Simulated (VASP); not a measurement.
Energy against volume of MgSe (rock salt). Computed with optB88-vdW, VASP's PBE PAW potentials (set 64) (plane waves; VASP).

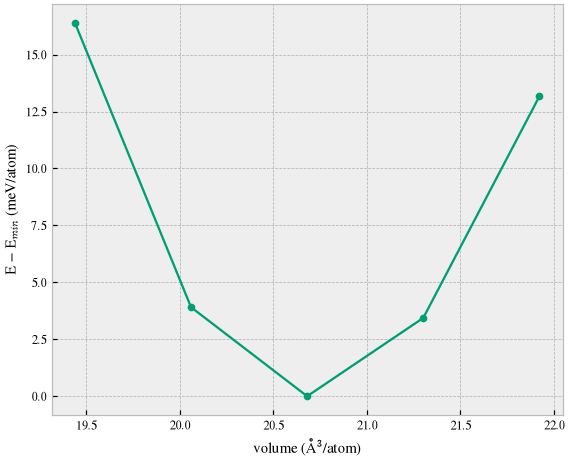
Figure: Energy against volume

Task: Estimate the equilibrium volume and the bulk modulus.

Result: The minimum lies near 20.7 Å³/atom, and the curvature gives B0 of about 63 GPa.

Measured: a 5.460 Å (computed value off by +0.5 %), as given by M J Lucero et al., Journal of Physics Condensed Matter (2012), arXiv:1111.4515. The calculation is for a static lattice, while the measured a holds thermal and zero-point effects, which are part of the difference.

The compound is MgSe in the rock salt structure. It was relaxed first.
